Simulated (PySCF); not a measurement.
EPR calculation, with input and output: CH₈NSi₂

System: CH₈NSi₂, multiplicity 2, SMILES [CH2]N([SiH3])[SiH3].
Method: UKS B3LYP, pcH-1 on C H N Si, non-relativistic, mean-field spin-orbit, GIAO (PySCF 2.14.0).

It belongs to a series of runs on one base structure; here: X = H replaced by N(SiH3)2.

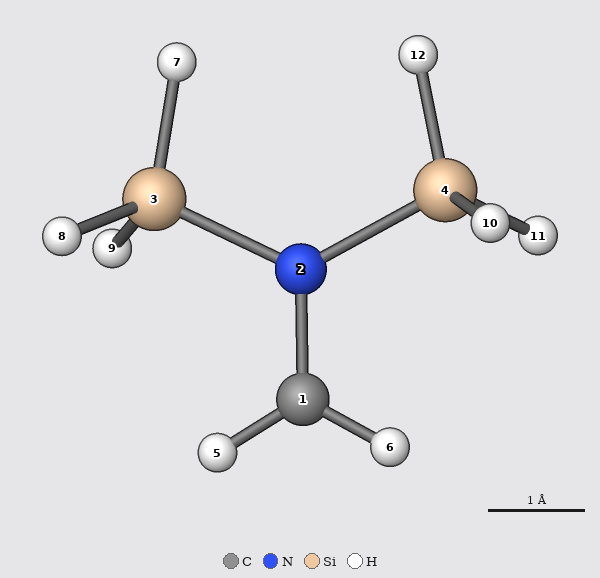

**Figure 1.** The structure as given in the input (ball-and-stick view, seen at a tilt; atoms are numbered from 1 in the order of the input). Bond lengths as drawn: C–H 1.07 Å, C–N 1.37 Å, H–Si 1.46 to 1.47 Å and N–Si 1.75 Å.

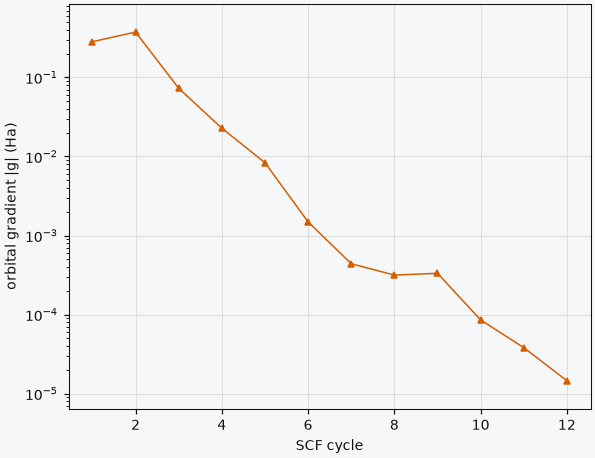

**Figure 2.** Convergence of the self-consistent field: orbital gradient |g| against the SCF cycle. All cycles printed in the log are drawn one after another.

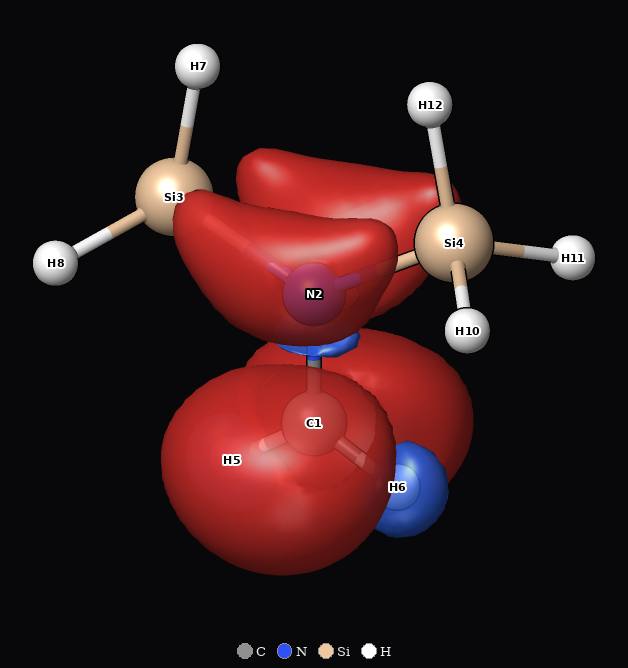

**Figure 3.** Isosurfaces of the spin density (α minus β) at +0.01 (red) and −0.01 e/Å³ (blue), seen at a tilt. The unpaired spin (1 electron) lies mostly on C1 (about 0.6) and N2 (about 0.2), in electrons by Hirshfeld's partition.

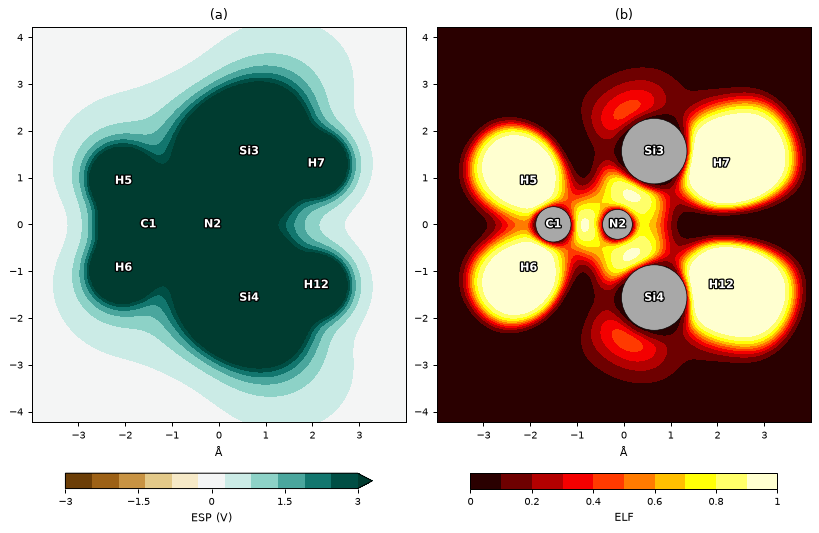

**Figure 4.** (a) molecular electrostatic potential; (b) electron localisation function on the plane of atoms N2, Si3 and H7. Grey discs, where drawn, cover atomic cores. Atoms in the plane: C, N, Si and H. C–N (1.37 Å): the ELF peaks at about 0.90 between the atoms, which marks a covalent bond. Si–N (1.75 Å): the ELF peaks at about 0.90 between the atoms (a polar covalent bond). Si–H (1.46 Å): the ELF climbs to about 1 towards the hydrogen. The potential has no marked negative region in this plane.

The input that produced these results follows, with the program's output.

## The input
```
{"job": {"kind": "epr", "basis": "pcH-1"}, "charge": 0, "multiplicity": 2}
C      0.043181     1.494290    -0.389298
N      0.004323     0.180856    -0.006127
Si     1.430091    -0.448004     0.791576
Si    -1.463258    -0.701497    -0.370526
H      0.919204     2.079589    -0.199323
H     -0.802760     1.930259    -0.879354
H      1.138718    -1.840292     1.104500
H      1.676877     0.359108     1.992179
H      2.568630    -0.308677    -0.124045
H     -2.584742    -0.016469     0.283039
H     -1.666597    -0.679116    -1.824127
H     -1.262468    -2.050733     0.139608
```

The first line tells a small driver script what to run in PySCF; the rest is the geometry in Å.

Command:
```bash
OMP_NUM_THREADS=1 python <driver script> task.json out
```

## Output
```
UKS, coarse grid
  cycle   1  E = -676.62656690  |g| = 2.83e-01
  cycle   2  E = -676.59557794  |g| = 3.75e-01
  cycle   3  E = -676.65492309  |g| = 7.29e-02
  cycle   4  E = -676.65684523  |g| = 2.28e-02
  cycle   5  E = -676.65707845  |g| = 8.34e-03
  cycle   6  E = -676.65711028  |g| = 1.49e-03
  cycle   7  E = -676.65711466  |g| = 4.40e-04
UKS, final grid
  cycle   1  E = -676.65710262  |g| = 3.16e-04
  cycle   2  E = -676.65710264  |g| = 3.33e-04
  cycle   3  E = -676.65710268  |g| = 8.57e-05
  cycle   4  E = -676.65710268  |g| = 3.82e-05
  cycle   5  E = -676.65710268  |g| = 1.46e-05
E = -676.65710268 Eh   <S^2> = 0.7531 (exact 0.7500)
g shifts (ppm)      1          2          3
  rmc          -149       -149       -149
  gc             -1         32         28
  oz_so          -4        730       1198
  total        -154        613       1077
hyperfine (MHz)  atom isotope    a_iso     a_fc   dipolar eigenvalues
    0   13C      70.13      70.21    -70.16    -69.19    139.34
    1   14N       1.35       1.38     -8.57     -7.92     16.49
    2  29Si       4.82       4.80     -2.83      0.99      1.84
    3  29Si       4.82       4.80     -2.83      0.99      1.84
    4    1H     -57.29     -57.30    -34.37      1.32     33.04
    5    1H     -57.25     -57.26    -34.37      1.32     33.05
    6    1H      -3.55      -3.55     -2.48     -1.39      3.87
    7    1H      10.47      10.46     -2.46     -1.92      4.38
    8    1H      10.63      10.63     -2.43     -1.91      4.34
    9    1H      10.54      10.54     -2.45     -1.92      4.36
   10    1H      10.55      10.55     -2.44     -1.91      4.35
   11    1H      -3.56      -3.56     -2.48     -1.39      3.87
```

## Results in brief

```csv
quantity,value
outcome,converged
total energy,−676.657103 hartree
⟨S²⟩,0.753
isotropic g,2.0028
hardware,"1 CPU thread, shared host"
wall time,34 s
peak memory,0.68 GiB
```
